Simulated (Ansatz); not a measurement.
**doublet [GaCl3]+ at 4 levels**

Wanted: a comparison of 4 runs (U-r2SCAN/aug-cc-pVDZ, UBLYP/aug-cc-pVDZ, UPBE0/aug-cc-pVDZ, UMP2/aug-cc-pVDZ) of doublet [GaCl3]+. 

The calculation is run with Ansatz 0.2.0.

23 further runs of the same task are left out: 1 that didn't finish, 22 set aside as unsound or not needed.

### Step 1. The molecule

The species is [GaCl3]+ (4 atoms), meant as a doublet with charge +1. As SMILES of the parent species, `[Cl][Ga]([Cl])[Cl]`. The coordinates come from a PBE0-D4/def2-TZVP relaxation. That shape belongs to the parent species and isn't relaxed for this state.

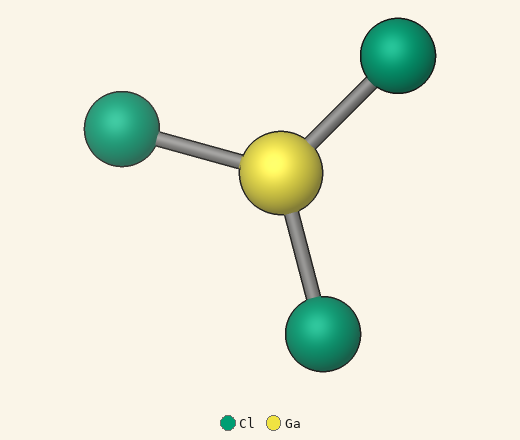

The structure, seen from a chosen angle (chlorine teal, gallium yellow).

### Step 2. A single-point energy at U-r2SCAN/aug-cc-pVDZ (run 1)

File job.yaml:

```yaml
crystal:
  periodic: [false, false, false]
  atoms:
    - {symbol: Cl, position_ang: [0.866700, 0.371400, 1.887500]}
    - {symbol: Ga, position_ang: [0.013800, -0.015100, -0.005100]}
    - {symbol: Cl, position_ang: [-0.090300, -1.995000, -0.731600]}
    - {symbol: Cl, position_ang: [-0.734700, 1.578300, -1.171100]}
basis:
  gaussian:
    orbitals: aug-cc-pVDZ
total_charge: 1
magnetization:
  spin_polarized: true
  initial_magnetization: 1
hamiltonian:
  xc: {name: r2SCAN}
accuracy: high
output: {orbitals: {seedname: orbitals}}
```

The run is started by

```bash
$ ansatz run job.yaml --threads 1 --pin off --max-ram 3480MiB --events-out events.jsonl --progress --plain --runs-dir runs
```

What it wrote:

```text
Warning: RAYON_NUM_THREADS=1 ignored (pool sized by the plan → 1); use --threads N
Functional definition: r2SCAN
  name "r2SCAN"
  parameter k0 = 0.174
  parameter k1 = 0.065
  parameter a1 = 4.9479
  exchange = r2scan_x(k0 = k0, k1 = k1, a1 = a1)
  correlation = r2scan_c
2316 factors; integrals over basis functions are off by at most 3.8e-9 eV
mean field evaluation 1: about -89934.1519 eV, gradient 2.0e1 eV
mean field evaluation 2: about -89934.1038 eV, gradient 2.0e1 eV
mean field evaluation 4: about -89936.1629 eV, gradient 1.7e0 eV
mean field evaluation 8: about -89936.1899 eV, gradient 1.0e-1 eV
mean field evaluation 16: about -89936.1827 eV, gradient 3.0e-4 eV
mean field evaluation 32: about -89935.1704 eV, gradient 8.2e0 eV
mean field evaluation 64: about -89935.8767 eV, gradient 5.1e-1 eV
mean field -89936.18272339 eV, -3305.0937541503 hartree, gradient 1.4e-8 eV, S^2 0.752606; 6 other end points of the search recorded, 0 dependent functions left out
reference -89936.18273115 eV, -3305.0937544358 hartree; 41, 40 occupied and 76, 77 virtual orbitals, 2316 factors
Total energy: -89936.18273115 eV, -3305.0937544358 hartree
```

Wall time 4.4 min (1 thread of Arm Neoverse N1, shared host); peak memory 0.68 GiB.

### Step 3. A single-point energy at UBLYP/aug-cc-pVDZ (run 2)

File molecule.yaml:

```yaml
crystal:
  periodic: [false, false, false]
  atoms:
    - {symbol: Cl, position_ang: [0.866700, 0.371400, 1.887500]}
    - {symbol: Ga, position_ang: [0.013800, -0.015100, -0.005100]}
    - {symbol: Cl, position_ang: [-0.090300, -1.995000, -0.731600]}
    - {symbol: Cl, position_ang: [-0.734700, 1.578300, -1.171100]}
basis:
  gaussian: {orbitals: aug-cc-pVDZ}
output: {orbitals: {seedname: orbitals}}
hamiltonian: {xc: {name: BLYP}}
total_charge: 1
magnetization: {spin_polarized: true, initial_magnetization: 1}
accuracy: high
```

The run is started by

```bash
$ ansatz run molecule.yaml --threads 1 --pin off --max-ram 3480MiB --events-out events.jsonl --progress --plain --runs-dir runs
```

What it wrote:

```text
Warning: RAYON_NUM_THREADS=1 ignored (pool sized by the plan → 1); use --threads N
Functional definition: BLYP
  name "BLYP"
  parameter beta = 0.0042
  parameter a = 0.04918
  parameter b = 0.132
  parameter c = 0.2533
  parameter d = 0.349
  exchange = b88_x(beta = beta)
  correlation = lyp_c(a = a, b = b, c = c, d = d)
2316 factors; integrals over basis functions are off by at most 3.8e-9 eV
mean field evaluation 1: about -89937.8258 eV, gradient 2.4e1 eV
mean field evaluation 2: about -89936.0532 eV, gradient 3.0e1 eV
mean field evaluation 4: about -89940.5170 eV, gradient 5.5e0 eV
mean field evaluation 8: about -89940.8005 eV, gradient 8.6e-2 eV
mean field evaluation 16: about -89940.8014 eV, gradient 3.7e-5 eV
mean field evaluation 32: about -89940.6631 eV, gradient 3.8e0 eV
mean field evaluation 64: about -89940.5988 eV, gradient 5.0e-1 eV
mean field -89940.80135328 eV, -3305.2634856684 hartree, gradient 7.7e-8 eV, S^2 0.751488; 6 other end points of the search recorded, 0 dependent functions left out
reference -89940.80140798 eV, -3305.2634876783 hartree; 41, 40 occupied and 76, 77 virtual orbitals, 2316 factors
Total energy: -89940.80140798 eV, -3305.2634876783 hartree
```

Wall time 99 s (1 thread of Arm Neoverse N1, shared host); peak memory 0.48 GiB.

Run 3 isn't shown in full; the table further down has it.

### Step 4. The energy at UMP2/aug-cc-pVDZ (run 4)

File run.yaml:

```yaml
basis:
  gaussian: {orbitals: aug-cc-pVDZ}
crystal:
  periodic: [false, false, false]
  atoms:
    - symbol: Cl
      position_ang: [0.866700, 0.371400, 1.887500]
    - symbol: Ga
      position_ang: [0.013800, -0.015100, -0.005100]
    - symbol: Cl
      position_ang: [-0.090300, -1.995000, -0.731600]
    - symbol: Cl
      position_ang: [-0.734700, 1.578300, -1.171100]
magnetization: {spin_polarized: true, initial_magnetization: 1}
accuracy: high
correlation: {method: mp2, frozen_orbitals: {Cl: 5, Ga: 9}}
total_charge: 1
```

The run is started by

```bash
$ ansatz run run.yaml --threads 1 --pin off --max-ram 3480MiB --events-out events.jsonl --progress --plain --runs-dir runs
```

What it wrote, shortened:

```text
Warning: RAYON_NUM_THREADS=1 ignored (pool sized by the plan → 1); use --threads N
Functional definition: HF
  name "HF"
[...]
2316 factors; integrals over basis functions are off by at most 3.8e-9 eV
[...]
mean field -89838.46651459 eV, -3301.5027497116 hartree, gradient 9.8e-8 eV, S^2 0.758584; 16 other end points of the search recorded, 0 dependent functions left out
24 core orbitals not correlated: weight in the atoms' cores, before any rotation towards them, 1.000 or more for the frozen orbitals, at most 0.000 for the correlated occupied ones
reference -89838.46651459 eV, -3301.5027497116 hartree; 17, 16 occupied and 76, 77 virtual orbitals, 2316 factors
second order -13.01214729 eV of doubles, -0.00000000 eV of singles
Total energy: -89851.47866188 eV, -3301.9809373046 hartree
```

It took 2.7 min on 1 thread of Arm Neoverse N1, shared host; peak memory 0.64 GiB.

### Step 5. The series

| run | level | frozen core orbitals | energy (Eh) | HOMO energy (eV) | LUMO energy (eV) | ⟨S²⟩ | wall time |
| --- | --- | --- | --- | --- | --- | --- | --- |
| 1 | U-r2SCAN/aug-cc-pVDZ | – | -3305.093754 | -14.43 | -14.04 | 0.753 | 4.4 min |
| 2 | UBLYP/aug-cc-pVDZ | – | -3305.263488 | -13.91 | -13.64 | 0.751 | 99 s |
| 3 | UPBE0/aug-cc-pVDZ | – | -3304.480612 | -15.04 | -13.58 | 0.755 | 83 s |
| 4 | UMP2/aug-cc-pVDZ | 24 | -3301.980937 | – | – | 0.759 | 2.7 min |

### Step 6. Summary of results

| quantity | value |
| --- | --- |
| run 4: total energy | -3301.98094 Eh |
| run 4: correlation energy (24 core orbitals frozen) | -478.2 mEh |
| run 4: ⟨S²⟩ of the reference determinant | 0.759 |

What this shows: Totals of different functionals can't be ranked against each other. All runs together took 10 min, the longest 4.4 min.
